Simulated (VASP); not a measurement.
# TiO2 (Anatase): the band gap up a ladder of functionals, part 2 of 2

How far up the ladder of functionals must one climb to get the gap of TiO2 (Anatase) right? The start is a cell from a database of measured crystal structures.

VASP 6.6.1, plane waves and PAW; the level of theory is named at each step.

So far, least gap on mesh and path (eV): step 2 (bands, level LDA) 1.98; step 4 (bands, level PBE) 2.09; step 5 (bands, level r2SCAN) 2.52; step 6 (bands, level TB-mBJ) 3.13; step 7 (bands, level TPSS) 2.19.

### 8. Starting orbitals for the hybrid (continued)

Force by atom:

| atom | x (eV/Å) | y (eV/Å) | z (eV/Å) | size |
| --- | --- | --- | --- | --- |
| Ti1 | 0.000 | 0.000 | 0.000 | 0.000 |
| Ti2 | 0.000 | 0.000 | 0.000 | 0.000 |
| O3 | 0.000 | 0.000 | 0.121 | 0.121 |
| O4 | 0.000 | 0.000 | 0.121 | 0.121 |
| O5 | 0.000 | 0.000 | -0.121 | 0.121 |
| O6 | 0.000 | 0.000 | -0.121 | 0.121 |

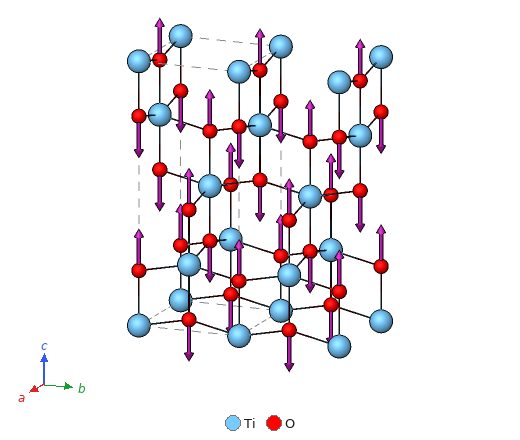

Force as arrows, the longest 0.121 eV/Å. 1×2×1 conventional cells are drawn. Some periodic images of atoms are drawn too.

### 9. Bands with HSE06

This step: HSE06; plane waves and PAW (Ti_sv, O) (VASP 6.6.1).

HSE06 mixes in a quarter of exact exchange at short range, at far higher cost; in semiconductors this cures much of the gap error, while metals seldom gain.

INCAR

```
SYSTEM = TiO2
PREC = Accurate
ENCUT = 520
EDIFF = 1E-06
NELM = 100
ISMEAR = 0
SIGMA = 0.02
LREAL = .FALSE.
ALGO = Normal
LHFCALC = .TRUE.
AEXX = 0.25
GGA = PE
HFSCREEN = 0.2
LASPH = .TRUE.
NBANDS = 30
PRECFOCK = Fast
LORBIT = 11
LWAVE = .FALSE.
LCHARG = .FALSE.
KPAR = 8
```

POSCAR

```
TiO2
1.0
   -1.8921000000      1.8921000000      4.7573000000
    1.8921000000     -1.8921000000      4.7573000000
    1.8921000000      1.8921000000     -4.7573000000
Ti O
2 4
Direct
    0.0000000000      0.0000000000      0.0000000000
    0.7500000000      0.2500000000      0.5000000000
    0.2081000000      0.2081000000      0.0000000000
    0.9581000000      0.4581000000      0.5000000000
    0.5419000000      0.0419000000      0.5000000000
    0.7919000000      0.7919000000      0.0000000000
```

KPOINTS

```
Automatic mesh
0
Gamma
5 5 5
0 0 0
```

KPOINTS_OPT

```
Line mode
6
Line-mode
Reciprocal
  0.00000000   0.00000000   0.00000000 GAMMA
  0.00000000   0.00000000   0.50000000 X

  0.00000000   0.00000000   0.50000000 X
 -0.07909283   0.07909283   0.50000000 Y

 -0.07909283   0.07909283   0.50000000 Y
 -0.28954641   0.28954641   0.28954641 S

 -0.28954641   0.28954641   0.28954641 S
  0.00000000   0.00000000   0.00000000 GAMMA

  0.00000000   0.00000000   0.00000000 GAMMA
  0.50000000   0.50000000  -0.50000000 Z

  0.50000000   0.50000000  -0.50000000 Z
  0.28954641   0.71045359  -0.28954641 S1

  0.28954641   0.71045359  -0.28954641 S1
  0.00000000   0.50000000   0.00000000 N

  0.00000000   0.50000000   0.00000000 N
  0.25000000   0.25000000   0.25000000 P

  0.25000000   0.25000000   0.25000000 P
  0.50000000   0.50000000  -0.07909283 Y1

  0.50000000   0.50000000  -0.07909283 Y1
  0.50000000   0.50000000  -0.50000000 Z

  0.00000000   0.00000000   0.50000000 X
  0.25000000   0.25000000   0.25000000 P
```

PAW data sets: Ti_sv and O (PBE family, release 64).

The WAVECAR or CHGCAR of an earlier step is read.

Launch:

```bash
$ mpirun -np 8 vasp_std
```

Elapsed: 81 min, on 8 MPI ranks of Intel Xeon Platinum 8559C (Emerald Rapids), shared host; 11 h of CPU time.

The run was cut off at its time limit.

More ranks or a longer limit would be the way on.

### 10. Bands with r2SCAN0

This step: r2SCAN0; plane waves and PAW (Ti_sv, O) (VASP 6.6.1).

r2SCAN0 replaces a quarter of the r2SCAN exchange by unscreened exact exchange.

INCAR: that of step 9 with these lines changed.

```diff
@@ -11,4 +11,3 @@
 AEXX = 0.25
-GGA = PE
-HFSCREEN = 0.2
+METAGGA = R2SCAN
 LASPH = .TRUE.
@@ -16,2 +15,3 @@
 PRECFOCK = Fast
+HFRCUT = -1
 LORBIT = 11
```

POSCAR is that of step 9.

KPOINTS is that of step 9.

KPOINTS_OPT is that of step 9.

Launch:

```bash
$ mpirun -np 8 vasp_std
```

Elapsed: 1.5 h, on 8 MPI ranks; 12 h of CPU time.

The run was cut off at its time limit.

More ranks or a longer limit would be the way on.

### 11. Bands with HSEsol

This step: HSEsol; plane waves and PAW (Ti_sv, O) (VASP 6.6.1).

HSEsol is the screened hybrid built on PBEsol.

INCAR: that of step 10 with these lines changed.

```diff
@@ -11,3 +11,4 @@
 AEXX = 0.25
-METAGGA = R2SCAN
+GGA = PS
+HFSCREEN = 0.2
 LASPH = .TRUE.
@@ -15,3 +16,2 @@
 PRECFOCK = Fast
-HFRCUT = -1
 LORBIT = 11
```

POSCAR is that of step 10.

KPOINTS is that of step 10.

KPOINTS_OPT is that of step 10.

Launch:

```bash
$ mpirun -np 8 vasp_std
```

Run time: 37 min. Hardware: 8 MPI ranks; 5 h of CPU time.

The run was cut off at its time limit.

More ranks or a longer limit would be the way on.

### 12. The ladder as a table

This step: ladder of functionals on one cell; plane waves and PAW (VASP 6.6.1).

This step runs nothing: it gathers the runs above.

A gap of 0 means none; cost is the wall time of each run, as given at its step, times its ranks, without the set-up around it. Results by level, by row:

| level | gap (eV) | least direct gap (eV) | pressure (GPa) | cost (core minutes) |
| --- | --- | --- | --- | --- |
| LDA | 1.98 | 2.334 | -5.52 | 9.2 |
| PBEsol | 2.046 | 2.395 | -0.38 | 10.1 |
| PBE | 2.094 | 2.439 | 5.89 | 9.47 |
| r2SCAN | 2.521 | 2.884 | 1.76 | 30.9 |
| TB-mBJ | 3.127 | 3.482 | - | 19.5 |
| TPSS | 2.194 | 2.547 | 5.72 | 35.9 |

### 13. Outcome

```
gap, LDA    : 1.98 eV
gap, PBEsol : 2.05 eV
gap, PBE    : 2.09 eV
gap, r2SCAN : 2.52 eV
gap, TB-mBJ : 3.13 eV
gap, TPSS   : 2.19 eV
```

What this shows: For TiO2 (Anatase) the functional decides between a gap of 1.98 eV (LDA) and 3.13 eV (TB-mBJ), while across these levels the cost spans a factor of 3.9. The cheapest level whose gap lies within 0.23 eV of experiment (a bound picked here) is TB-mBJ, at 19 core minutes. In most such crystals zero-point and thermal motion narrow the gap, so the static value to match lies above the measured one, and levels a little over it fare better than the table shows. All levels use one geometry and one mesh, kept coarse to afford the hybrids, so no gap here is fully converged. Costs come from a shared host. Not obtained: HSE06, because the run hit its time limit. Not obtained: r2SCAN0, because the run hit its time limit. Not obtained: HSEsol, because the run hit its time limit. These are single-particle gaps of a static lattice, without excitons or temperature.

Computed beside measured:

```
                 quantity  measured              LDA           PBEsol              PBE           r2SCAN           TB-mBJ             TPSS
band gap (least gap) (eV)     3.261  1.98 (-1.28 eV)  2.05 (-1.21 eV)  2.09 (-1.17 eV)  2.52 (-0.74 eV)  3.13 (-0.13 eV)  2.19 (-1.07 eV)
```

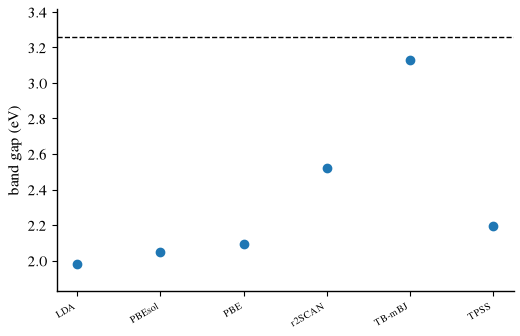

The band gap by level; the dashed line is the measured value.

Measured values from pmc:11477903 (2024).

Verdict: For the band gap, of the levels listed nearest comes TB-mBJ (-0.13 eV, good agreement) and farthest LDA (-1.28 eV, a clear miss). An optical gap can lie under the band gap by the exciton's binding. Zero-point and thermal motion shift the measured gap. No cell relaxation is part of this session.

[Lines on the potential files, build, host, timing and source positions are cut from VASP's logs without a mark.]

[Logs are printed without paths, hosts, clocks, repeated set-up lines and the standing remarks that a program may print on its own settings, such as how far it seeks lower states.]

[Hosts, paths, dates, database ids (printed as entryN), source tags and the programs' standing remarks are cut or masked in the printed files.]

[Measured values are set beside computed ones only where the two were judged alike; some that the calculation misses by far are left out.]
